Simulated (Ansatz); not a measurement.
# Decaying states in the gap of Al3GaAs4, part 2 of 2

A new crystal, Al3GaAs4: structure, gap and complex bands. It is built by putting As for N in the Al3GaN4 structure of space group P-43m, with the volume rescaled by atomic radii. The parent structure comes from the Materials Project.

Ansatz 0.2.0; r2SCAN DFT, plane waves, PAW files (the session's first sound run).

So far. Step 2 (Relaxing the new crystal): The largest force component on a free atom ends at 2.3e-7 eV/Å.

The structure was built from a prototype and need not be the compound's stable phase.

**3. The bulk crystal and its band edges**

The energy window and the wavevectors of the next steps follow from the band edges, so these are searched first, off the mesh as well.

File input.yaml:

```yaml
crystal:
  lattice:
    - [5.6758009462, 0.0, 0.0]
    - [0.0, 5.6758009462, 0.0]
    - [0.0, 0.0, 5.6758009462]
  atoms:
    - { symbol: Al, position: [0.5, 0.5, 0.0] }
    - { symbol: Al, position: [0.5, 0.0, 0.5] }
    - { symbol: Al, position: [0.0, 0.5, 0.5] }
    - { symbol: Ga, position: [0.0, 0.0, 0.0] }
    - { symbol: As, position: [0.7495935536, 0.7495935536, 0.2504064464] }
    - { symbol: As, position: [0.7495935536, 0.2504064464, 0.7495935536] }
    - { symbol: As, position: [0.2504064464, 0.7495935536, 0.7495935536] }
    - { symbol: As, position: [0.2504064464, 0.2504064464, 0.2504064464] }
kpoints:
  mp_grid: { grid: [6, 6, 6] }
  band_path: { path: [VBM, CBM], npoints: 30 }
scf:
  occupations: { method: fixed }
hamiltonian:
  xc: r2scan
output:
  eigenvalues: true
  write_potential: true
  write_density: true
  volumetric_format: npy
```

Command:

```console
ansatz run input.yaml --threads 2 --pin off --max-ram 4096MiB --backend cpu --events-out ev --progress --plain --runs-dir out
```

Numbers of over 12 decimals in the logs are rounded to 6 here.

Log:

```text
[...]
Crystal: 8 atoms, lattice volume = 182.844 Å³
Basis set: ecut = 500 eV, 4697 PW (Γ), exchange–correlation on 180×180×180 points (64 copies of the dense FFT grid, shifted against one another)
Bands: 50, of which v1, the nominal top of the filled ones, is band 41 counted from 1 (40 counted from 0)
Symmetry: 24 space group operations
[...]
k-points: 20 of 216 (time reversal used)
[...]
SCF iter   1: F=—  HF=-24874.397070 eV  |F-HF|=—  |Δ(HF+E_count)|=         —  Δρ=4.76e-3  dr2=3.83e-2  dr2_τ=3.07e-2  ethr=1.77e-3  ⟨swp⟩=4.7  Hψ=3287  notcnv=0  defer=120
[...]
SCF iter   8: F=-24874.466715 eV  HF=-24874.466715 eV  |F-HF|=9.28e-10  |Δ(HF+E_count)|=   8.75e-8  Δρ=1.62e-6  dr2=7.32e-9  dr2_τ=8.80e-11  ethr=1.22e-10  ⟨swp⟩=10.8  Hψ=4186  notcnv=0
SCF 1 converged in 8 iterations: F = -24874.466715 eV  dr2 = 7.32e-9
[...]
NSCF: frozen V_eff on 20 k-points
[...]
SCF converged after 8 iterations
Free energy (F): -24874.466715 eV
[...]
Internal energy: -24874.466715 eV  (E = F + TS)
E sigma→0 (E₀):  -24874.466715 eV
Fermi energy:    6.483398 eV
[...]
--- Band table (eV; the first three rows and the last of 20) ---
  k-point 0: bands = [... 37 lower, 4.1482, 6.4834, 6.4834, 6.4834, 8.1811, 8.3135, 8.3135, 8.3135, ... 5 higher]
  k-point 1: bands = [... 37 lower, 4.2489, 5.6943, 6.2215, 6.2215, 8.3589, 8.8199, 8.8199, 8.8293, ... 5 higher]
  k-point 2: bands = [... 37 lower, 4.5550, 4.5550, 5.6468, 5.6468, 8.7190, 9.6550, 10.0136, 10.0767, ... 5 higher]
  k-point 19: bands = [... 37 lower, 5.5638, 5.6233, 5.6233, 5.6233, 8.0028, 9.0732, 9.0732, 9.0732, ... 5 higher]
```

The job ended after 31 s (2 threads of Intel Xeon Platinum 8488C (Sapphire Rapids), shared host; peak memory 0.85 GiB; 61 s of CPU time).

Numbers from this step:

| Quantity | Value |
| --- | --- |
| free energy | -24874.4667 eV |
| Fermi energy | 6.483 eV |
| gap on the k-mesh | 1.519 eV |
| gap on path | 1.519 eV, by band count; negative where bands overlap |
| direct gap on path | 1.698 eV |
| edge places on path | 0, 0.9587 1/A along the path |

Electronic bands along the path, in eV, zero at the Fermi level (highest filled level under fixed occupations); v1 is the highest filled band, c1 the lowest empty one:

```
point     v4     v3     v2     v1    c1    c2    c3    c4
  VBM  -2.34   0.00   0.00   0.00  1.70  1.83  1.83  1.83
  CBM  -0.92  -0.86  -0.86  -0.86  1.52  2.59  2.59  2.59
```

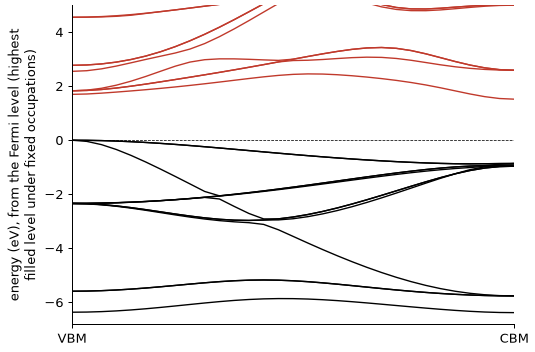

Electronic bands along the path; lines of filled and empty bands in two colours.

The searched edges give 1.52 eV, as on the mesh.

**4. Complex bands, plane (001), k-mesh 4×4×4**

This step: r2SCAN DFT, plane waves, PAW files; complex bands by layer matching along the plane's normal (Ansatz 0.2.0).

The same crystal is laid in a cell whose first two vectors span the (001) plane (indices of the standard conventional cell, whose axes can be ordered otherwise than in the bulk input). At fixed energy and wavevector in the plane the solver finds all kz, real and complex. A few wavevectors are listed, (0, 0), (-0.5, -0.5) and (0.5, 0) in units of the plane's reciprocal vectors; the slowest state needn't be among them.

Changes to input.yaml since step 3:

```diff
@@ -2,5 +2,5 @@
   lattice:
-    - [5.6758009462, 0.0, 0.0]
-    - [0.0, 5.6758009462, 0.0]
-    - [0.0, 0.0, 5.6758009462]
+    - [5.675800946, 0.0, 0.0]
+    - [0.0, 5.675800946, 0.0]
+    - [0.0, 0.0, 5.675800946]
   atoms:
@@ -15,4 +15,3 @@
 kpoints:
-  mp_grid: { grid: [6, 6, 6] }
-  band_path: { path: [VBM, CBM], npoints: 30 }
+  mp_grid: { grid: [4, 4, 4] }
 scf:
@@ -23,4 +22,6 @@
   eigenvalues: true
-  write_potential: true
-  write_density: true
-  volumetric_format: npy
+  transmission:
+    leads: [[0, 0]]
+    kpoints: [[0.0, 0.0], [-0.5, -0.5], [0.5, 0.0]]
+    e_range: [-1.0, 2.52]
+    de: 0.09
```

Log:

```text
[...]
Crystal: 8 atoms, lattice volume = 182.844 Å³
Basis set: ecut = 500 eV, 4697 PW (Γ), exchange–correlation on 180×180×180 points (64 copies of the dense FFT grid, shifted against one another)
Bands: 50, of which v1, the nominal top of the filled ones, is band 41 counted from 1 (40 counted from 0)
Symmetry: 24 space group operations
[...]
k-points: 10 of 64 (time reversal used)
[...]
SCF iter   1: F=—  HF=-24874.389313 eV  |F-HF|=—  |Δ(HF+E_count)|=         —  Δρ=4.80e-3  dr2=3.90e-2  dr2_τ=3.08e-2  ethr=1.77e-3  ⟨swp⟩=4.7  Hψ=1648  notcnv=0  defer=58
[...]
SCF iter   8: F=-24874.459335 eV  HF=-24874.459335 eV  |F-HF|=8.51e-10  |Δ(HF+E_count)|=   8.65e-8  Δρ=1.61e-6  dr2=7.23e-9  dr2_τ=8.54e-11  ethr=1.22e-10  ⟨swp⟩=10.6  Hψ=2041  notcnv=0
SCF 1 converged in 8 iterations: F = -24874.459335 eV  dr2 = 7.23e-9
[...]
transmission: 8 of 24 steps passed
transmission: 16 of 24 steps passed
transmission: 24 of 24 steps passed
SCF converged after 8 iterations
Free energy (F): -24874.459335 eV
[...]
Internal energy: -24874.459335 eV  (E = F + TS)
E sigma→0 (E₀):  -24874.459335 eV
Fermi energy:    6.484401 eV
[...]
--- Band table (eV; the first three rows and the last of 10) ---
  k-point 0: bands = [... 37 lower, 4.1491, 6.4844, 6.4844, 6.4844, 8.1817, 8.3138, 8.3138, 8.3138, ... 5 higher]
  k-point 1: bands = [... 37 lower, 4.3787, 5.0615, 5.9526, 5.9526, 8.5140, 9.2527, 9.3833, 9.3833, ... 5 higher]
  k-point 2: bands = [... 37 lower, 4.9885, 4.9885, 5.0979, 5.0979, 9.1716, 9.3970, 10.4452, 10.6128, ... 5 higher]
  k-point 9: bands = [... 37 lower, 5.5648, 5.6242, 5.6242, 5.6242, 8.0034, 9.0738, 9.0738, 9.0738, ... 5 higher]
--- Transmission ---
  basis      : 341 plane waves across, 8 finite elements along
  points     : 3, as listed
  energies   : 40 from -1.000000 to 2.510000 eV about the Fermi level, 0.090000 eV apart; the leads are filled to 0.759497 eV, and channels, transmission and decay are at 0.800000 eV
  crystal 0  : As4Al3Ga1, at the sites [0, 0], period 5.6758 Å: whole cells are its period
    offset         : up to 0.0000 Å between an atom of the period and one for which it stands
    channels       : 0.000000e0 a spin
    conductance    : none, the energies end too early or step too widely for 300 K: set another output.transmission.e_range or a lower de, or, where they end at an eighth of basis.ecutwfc, a higher one
    slowest decay  : 0.1201 /Å at (0.0000, 0.0000)
```

Wall time 64 s (2 threads); peak memory 1.5 GiB; 2.1 min of CPU time.

Numbers from this step:

```yaml
free_energy: -24874.4593 eV
fermi_energy: 6.484 eV
level_to_which_the_leads_are_filled: 0.7595 eV from the Fermi level
decay_constant_at_the_filling_level_zone_centre: 0.1201 Å⁻¹
decay_constant_at_the_filling_level_slowest_listed_point: 0.1201 Å⁻¹
```

K parallel (0, 0); values up to 1.5 1/Å, a degenerate pair printed once or twice; energies at which all values exceed this have no row. Table of Im kz of the slowest decaying states by energy, zero at the highest filled level on the SCF mesh:

```
energy (eV)  decay 1 (Å⁻¹)  decay 2 (Å⁻¹)  decay 3 (Å⁻¹)  decay 4 (Å⁻¹)
    -1.0000          0.274          0.295          0.301          0.722
    -0.7300          0.282          0.298          0.312          0.691
    -0.4600          0.285          0.297          0.318          0.659
    -0.2800          0.284          0.293          0.320          0.636
    -0.0100          0.281          0.283          0.319          0.600
     0.2600         0.0830          0.168          0.268          0.273
     0.5300          0.109          0.239          0.263          0.309
     0.7100          0.118          0.245          0.254          0.303
     0.9800          0.122          0.221          0.237          0.272
     1.2500          0.114          0.184          0.217          0.275
     1.5200         0.0870          0.137          0.194          0.247
     1.7900         0.0497         0.0560          0.165          0.231
     1.9700          0.146          0.212          0.318          0.339
     2.2400          0.109          0.176          0.268          0.317
     2.5100         0.0400          0.126          0.181          0.312
```

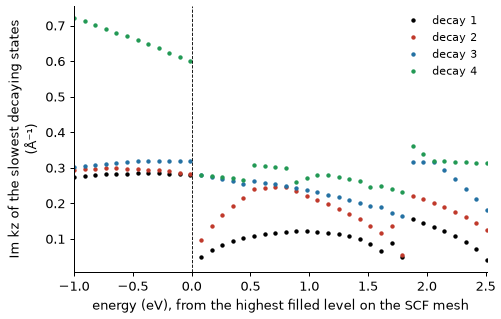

Im kz of the slowest decaying states, plotted against energy.

K parallel (0, 0). Re kz of states that move upwards against energy, zero at the highest filled level on the SCF mesh:

```
energy (eV)  channel 1 (Å⁻¹)  channel 2 (Å⁻¹)  channel 3 (Å⁻¹)  channel 4 (Å⁻¹)
    -1.0000           -0.418           -0.418           -0.216                -
    -0.7300           -0.337           -0.337           -0.175                -
    -0.4600           -0.254           -0.254           -0.132                -
    -0.2800           -0.191           -0.191          -0.0989                -
    -0.0100          -0.0343          -0.0343          -0.0174                -
     0.2600                -                -                -                -
     0.5300                -                -                -                -
     0.7100                -                -                -                -
     0.9800                -                -                -                -
     1.2500                -                -                -                -
     1.5200                -                -                -                -
     1.7900            0.114                -                -                -
     1.9700           0.0914           0.0951           0.0951            0.245
     2.2400            0.161            0.165            0.165            0.371
     2.5100            0.216            0.216            0.220            0.471
```

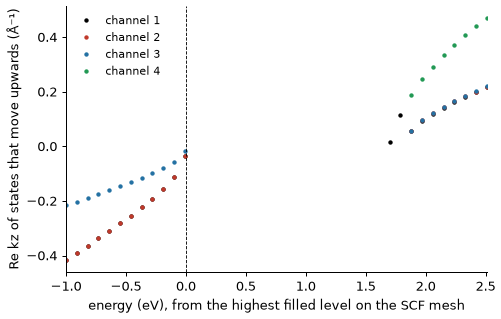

Re kz of states that move upwards, plotted against energy.

K parallel (-0.5, -0.5); values up to 1.5 1/Å, a degenerate pair printed once or twice; energies at which all values exceed this have no row. The Im kz of the slowest decaying states by energy, zero at the highest filled level on the SCF mesh:

```
energy (eV)  decay 1 (Å⁻¹)  decay 2 (Å⁻¹)  decay 3 (Å⁻¹)  decay 4 (Å⁻¹)
    -1.0000          0.206          0.308           1.07           1.08
    -0.7300         0.0705          0.098          0.101          0.373
    -0.4600          0.115          0.146          0.149          0.503
    -0.2800          0.132          0.166          0.170          0.544
    -0.0100          0.147          0.188          0.192          0.581
     0.2600          0.153          0.202          0.206          0.601
     0.5300          0.151          0.210          0.214          0.611
     0.7100          0.145          0.213          0.217          0.614
     0.9800          0.129          0.212          0.217          0.613
     1.2500         0.0980          0.207          0.211          0.608
     1.5200          0.197          0.201          0.599          0.627
     1.7900          0.180          0.184          0.587          0.613
     1.9700          0.164          0.168          0.577          0.602
     2.2400          0.130          0.133          0.560          0.583
     2.5100         0.0649         0.0668          0.540          0.561
```

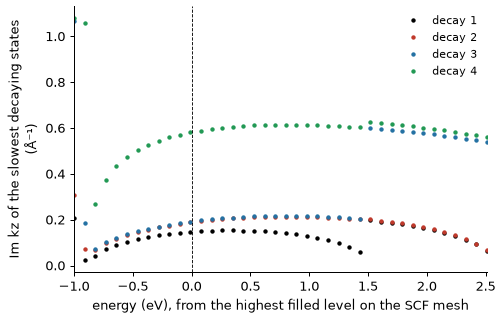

Im kz of the slowest decaying states, plotted against energy.

K parallel (0.5, 0); values up to 1.5 1/Å, a degenerate pair printed once or twice; energies at which all values exceed this have no row. The Im kz of the slowest decaying states by energy, zero at the highest filled level on the SCF mesh:

```
energy (eV)  decay 1 (Å⁻¹)  decay 2 (Å⁻¹)  decay 3 (Å⁻¹)  decay 4 (Å⁻¹)
     -1.000         0.0227          0.176          0.195          0.722
     -0.460          0.210          0.226          0.244          0.252
     -0.010          0.269          0.272          0.281          0.293
      0.530          0.276          0.279          0.320          0.332
      0.980          0.266          0.273          0.327          0.334
      1.520          0.237          0.251          0.324          0.338
      1.970          0.197          0.218          0.303          0.321
      2.510          0.104          0.150          0.259          0.284
```

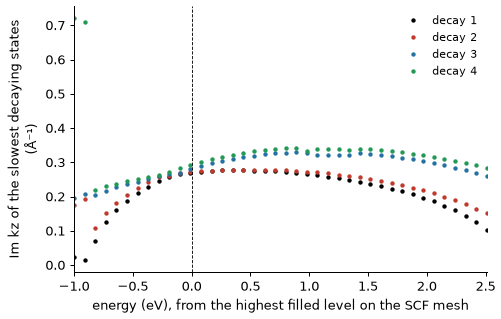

Im kz of the slowest decaying states, plotted against energy.

At the listed wavevectors the last open channel is at -0.01 eV and the next at +1.52 eV on the grid. At +0.80 eV, the grid energy nearest the filling level (the middle of the gap on the SCF mesh), the slowest state at the listed wavevectors decays with κ = 0.120 Å⁻¹, its amplitude falling by e over 8.3 Å. Through 1 nm of this crystal that state's transmission falls by exp(−2 × 0.120 Å⁻¹ × 10 Å) = 0.091.

**5. Decaying states in the gap, plane (110), k-mesh 6×6×6**

The same for the (110) plane, at (0, 0) and (-0.5, 0), to see how the decay depends on direction.

File input.yaml:

```yaml
crystal:
  lattice:
    - [5.675800946, 0.0, 0.0]
    - [0.0, 8.026794675, 0.0]
    - [0.0, 4.013397338, 4.013397338]
  atoms:
    - { symbol: Al, position: [0.0, 0.5, 0.0] }
    - { symbol: Al, position: [0.5, 0.0, 0.5] }
    - { symbol: Al, position: [0.5, 0.5, 0.5] }
    - { symbol: Ga, position: [0.0, 0.0, 0.0] }
    - { symbol: As, position: [0.2504064464, 0.2504064464, 0.4991871072] }
    - { symbol: As, position: [0.7495935536, 0.7495935536, 0.0] }
    - { symbol: As, position: [0.7495935536, 0.2504064464, 0.0] }
    - { symbol: As, position: [0.2504064464, 0.7495935536, 0.5008128928] }
kpoints:
  mp_grid: { grid: [6, 6, 6] }
scf:
  occupations: { method: fixed }
hamiltonian:
  xc: r2scan
output:
  eigenvalues: true
  transmission:
    leads: [[0, 0]]
    kpoints: [[0.0, 0.0], [-0.5, 0.0]]
    e_range: [-1.0, 2.52]
    de: 0.09
```

Log:

```text
[...]
Crystal: 8 atoms, lattice volume = 182.844 Å³
Basis set: ecut = 500 eV, 4697 PW (Γ), exchange–correlation on 180×240×180 points (64 copies of the dense FFT grid, shifted against one another)
Bands: 50, of which v1, the nominal top of the filled ones, is band 41 counted from 1 (40 counted from 0)
Symmetry: 24 space group operations
[...]
k-points: 20 of 216 (time reversal used)
[...]
SCF iter   1: F=—  HF=-24874.397087 eV  |F-HF|=—  |Δ(HF+E_count)|=         —  Δρ=4.77e-3  dr2=3.84e-2  dr2_τ=3.07e-2  ethr=1.77e-3  ⟨swp⟩=4.8  Hψ=3288  notcnv=0  defer=120
[...]
SCF iter   8: F=-24874.466714 eV  HF=-24874.466714 eV  |F-HF|=8.69e-10  |Δ(HF+E_count)|=   8.73e-8  Δρ=1.63e-6  dr2=7.37e-9  dr2_τ=8.92e-11  ethr=1.22e-10  ⟨swp⟩=10.9  Hψ=4118  notcnv=0
SCF 1 converged in 8 iterations: F = -24874.466714 eV  dr2 = 7.37e-9
[...]
transmission: 6 of 12 steps passed
transmission: 12 of 12 steps passed
SCF converged after 8 iterations
Free energy (F): -24874.466714 eV
[...]
Internal energy: -24874.466714 eV  (E = F + TS)
E sigma→0 (E₀):  -24874.466714 eV
Fermi energy:    6.483392 eV
[...]
--- Band table (eV; the first three rows and the last of 20) ---
  k-point 0: bands = [... 37 lower, 4.1482, 6.4834, 6.4834, 6.4834, 8.1811, 8.3135, 8.3135, 8.3135, ... 5 higher]
  k-point 1: bands = [... 37 lower, 4.3237, 4.9460, 5.9404, 6.4118, 8.6332, 8.9317, 8.9570, 9.3636, ... 5 higher]
  k-point 2: bands = [... 37 lower, 4.7238, 4.7344, 4.8235, 6.0995, 9.3322, 10.1842, 10.5419, 10.6177, ... 5 higher]
  k-point 19: bands = [... 37 lower, 5.5638, 5.6233, 5.6233, 5.6233, 8.0028, 9.0732, 9.0732, 9.0732, ... 5 higher]
--- Transmission ---
  basis      : 477 plane waves across, 6 finite elements along
  points     : 2, as listed
[...]
crystal 0  : Al3Ga1As4, at the sites [0, 0], period 4.0134 Å: whole cells are its period
[...]
channels       : 0.000000e0 a spin
[...]
slowest decay  : 0.1109 /Å at (0.0000, 0.0000)
```

Run time: 1.9 min. Hardware: 2 threads; peak memory 2.3 GiB.

This step gave:

* free energy: -24874.4667 eV
* Fermi energy: 6.483 eV
* level to which the leads are filled: 0.7597 eV from the Fermi level
* decay constant at the filling level, zone centre: 0.1109 Å⁻¹
* decay constant at the filling level, slowest listed point: 0.1109 Å⁻¹

K parallel (0, 0); values up to 1.5 1/Å, a degenerate pair printed once or twice; energies at which all values exceed this have no row. The Im kz of the slowest decaying states by energy, zero at the highest filled level on the SCF mesh:

```
energy (eV)  decay 1 (Å⁻¹)  decay 2 (Å⁻¹)  decay 3 (Å⁻¹)  decay 4 (Å⁻¹)
     -1.000         0.0320          0.203          0.380          0.397
     -0.460          0.152          0.161          0.211          0.379
     -0.010          0.190          0.198          0.207          0.347
      0.530         0.0993          0.200          0.211          0.220
      0.980          0.113          0.173          0.217          0.227
      1.520         0.0842          0.130          0.159          0.174
      1.970          0.147          0.200          0.213          0.259
      2.510         0.0400          0.145          0.153          0.172
```

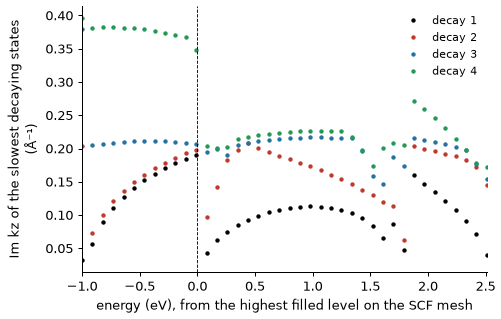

Im kz of the slowest decaying states against energy.

K parallel (0, 0). Table of Re kz of states that move upwards by energy, zero at the highest filled level on the SCF mesh:

```
energy (eV)  channel 1 (Å⁻¹)  channel 2 (Å⁻¹)  channel 3 (Å⁻¹)  channel 4 (Å⁻¹)
    -1.0000           -0.366           -0.192            0.740            0.758
    -0.7300           -0.684           -0.307           -0.157                -
    -0.4600           -0.562           -0.239           -0.118                -
    -0.2800           -0.459           -0.184          -0.0887                -
    -0.0100           -0.106          -0.0343          -0.0157                -
     0.2600                -                -                -                -
     0.5300                -                -                -                -
     0.7100                -                -                -                -
     0.9800                -                -                -                -
     1.2500                -                -                -                -
     1.5200                -                -                -                -
     1.7900           0.0979                -                -                -
     1.9700           0.0794            0.107            0.119            0.188
     2.2400            0.141            0.206            0.206            0.297
     2.5100            0.193            0.269            0.275            0.401
```

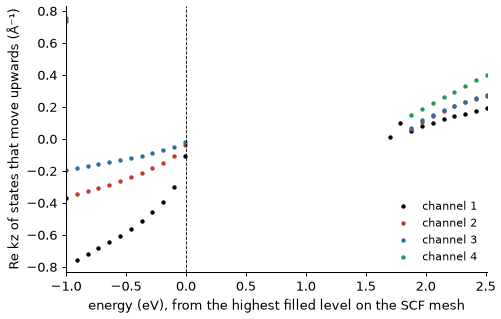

Re kz of states that move upwards against energy.

K parallel (-0.5, 0); values up to 1.5 1/Å, a degenerate pair printed once or twice; energies at which all values exceed this have no row. The Im kz of the slowest decaying states by energy, zero at the highest filled level on the SCF mesh:

```
energy (eV)  decay 1 (Å⁻¹)  decay 2 (Å⁻¹)  decay 3 (Å⁻¹)  decay 4 (Å⁻¹)
     -1.000          0.194          0.210          0.893          0.909
     -0.460          0.105          0.128          0.237          0.239
     -0.010          0.134          0.161          0.247          0.250
      0.530          0.141          0.179          0.244          0.251
      0.980          0.123          0.180          0.234          0.244
      1.520          0.166          0.211          0.224          0.233
      1.970          0.138          0.178          0.181          0.197
      2.510         0.0551         0.0674         0.0877         0.0999
```

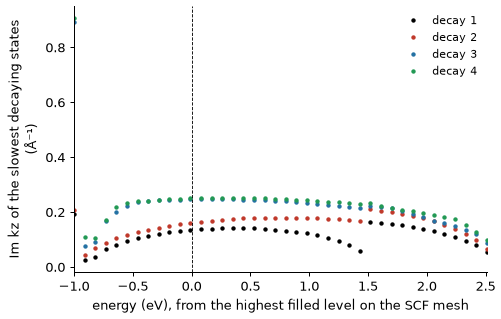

Im kz of the slowest decaying states against energy.

At the listed wavevectors the last open channel is at -0.01 eV and the next at +1.52 eV on the grid. At +0.80 eV, the grid energy nearest the filling level (the middle of the gap on the SCF mesh), the slowest state at the listed wavevectors decays with κ = 0.111 Å⁻¹, its amplitude falling by e over 9.0 Å; the first such run, plane (001), gave 0.120 Å⁻¹.

**6. Outcome**

```json
{"band gap": "1.52 eV", "least decay constant at mid-gap, normal to (001)": "0.120 Å⁻¹", "least decay constant at mid-gap, normal to (110)": "0.111 Å⁻¹"}
```

What this shows: With r2SCAN, the slowest decay at the wavevectors tried is κ = 0.111 Å⁻¹, normal to (110). Through such a film the transmission near mid-gap falls as exp(−2κd), a factor of ten every 10 Å. The directions tried decay at nearly the same rate. A free electron under a barrier of half the gap would need a mass of 0.062 mₑ to decay at this rate. The compound is made up by substitution; its stability against other phases and against distortions of the cell's symmetry was not tested. r2SCAN still narrows gaps, if less than LDA and GGA do, so real decay constants are likely larger.

[Logs are printed without paths, hosts, clocks, repeated set-up lines and the standing remarks that a program may print on its own settings, such as how far it seeks lower states.]

[Hosts, paths, dates, database ids (printed as entryN), source tags and the programs' standing remarks are cut or masked in the printed files.]

[New means built here by substitution; the compound itself may be known and measured.]
